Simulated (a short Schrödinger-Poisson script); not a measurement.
Structure: MOS inversion layer, SiO2 on p-type Si(100), at 400 K.

```tsv
layer	material	thickness (nm)	Na (cm⁻³)
1	SiO2	3.6	-
2	Si	220	3.9e18
```

The device is made up for the run: typed textbook-type constants, with dimensions and the other settings drawn at random. SiO2: permittivity 3.9, conduction-band edge (eV) 3.15, gap (eV) 9, electron mass (mₑ) 0.5. Si: permittivity 11.7, conduction-band edge (eV) 0, gap (eV) 1.124, Nv at 300 K (cm⁻³) 3.1e19.

Channel valleys (confinement mass, in-plane density-of-states mass, number): Δ2 0.916, 0.19, 2; Δ4 0.19, 0.417, 4. At the gate the conduction-band edge of layer 1 lies 3.72 eV − eVg above the Fermi level of the channel; the field vanishes at the back. Gaps are held at their typed values at every temperature. Mesh 0.03 nm at interfaces.

Solved with a short Schrödinger-Poisson script written for these runs: 1D Poisson equation in equilibrium, electrons quantum, Hartree (BenDaniel-Duke, 12 states a valley, the channel's in-plane mass for all, wave functions free to enter the dielectric), parabolic valleys, classical holes, full ionisation, no traps, pinning or gate leakage.

Only gate voltages with over 1e8 electrons/cm² are shown.

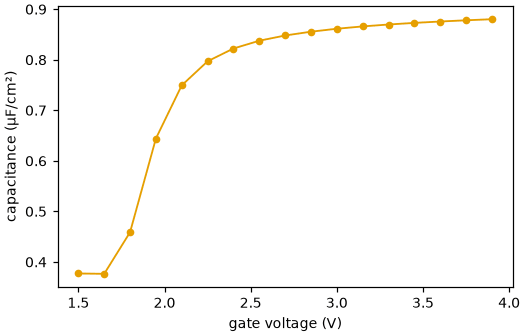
Figure. Quasi-static capacitance against gate voltage

| Vg (V) | electrons (cm⁻²) | C (μF/cm²) | Δ2 E0 (meV) | Δ2 E1 (meV) | Δ4 E0 (meV) | Δ4 E1 (meV) |
|---|---|---|---|---|---|---|
| 1.5 | 6.77e8 | 0.377 | 322.2 | 443.3 | 406.1 | 600.7 |
| 1.65 | 7.87e9 | 0.377 | 236.7 | 362.8 | 323.5 | 527.1 |
| 1.8 | 7.99e10 | 0.459 | 156.0 | 286.6 | 245.4 | 457.0 |
| 1.95 | 3.97e11 | 0.644 | 99.5 | 233.9 | 191.1 | 408.4 |
| 2.1 | 9.54e11 | 0.749 | 67.8 | 205.3 | 161.3 | 382.2 |
| 2.25 | 1.62e12 | 0.797 | 47.8 | 188.0 | 142.9 | 366.5 |
| 2.4 | 2.34e12 | 0.822 | 33.3 | 176.2 | 130.0 | 355.9 |
| 2.55 | 3.10e12 | 0.838 | 21.9 | 167.2 | 120.1 | 348.0 |
| 2.7 | 3.87e12 | 0.848 | 12.4 | 160.1 | 112.0 | 341.8 |
| 2.85 | 4.65e12 | 0.856 | 4.1 | 154.3 | 105.2 | 336.7 |
| 3 | 5.44e12 | 0.861 | -3.2 | 149.3 | 99.2 | 332.5 |
| 3.15 | 6.24e12 | 0.866 | -9.8 | 144.9 | 93.9 | 328.8 |
| 3.3 | 7.05e12 | 0.870 | -16.0 | 141.1 | 89.1 | 325.6 |
| 3.45 | 7.86e12 | 0.873 | -21.7 | 137.7 | 84.7 | - |
| 3.6 | 8.67e12 | 0.876 | -27.0 | - | 80.7 | - |
| 3.75 | 9.49e12 | 0.878 | -32.0 | - | - | - |
| 3.9 | 1.03e13 | 0.880 | - | - | - | - |

Subbands count from the Fermi level; a dash marks a level above the dielectric's band edge.
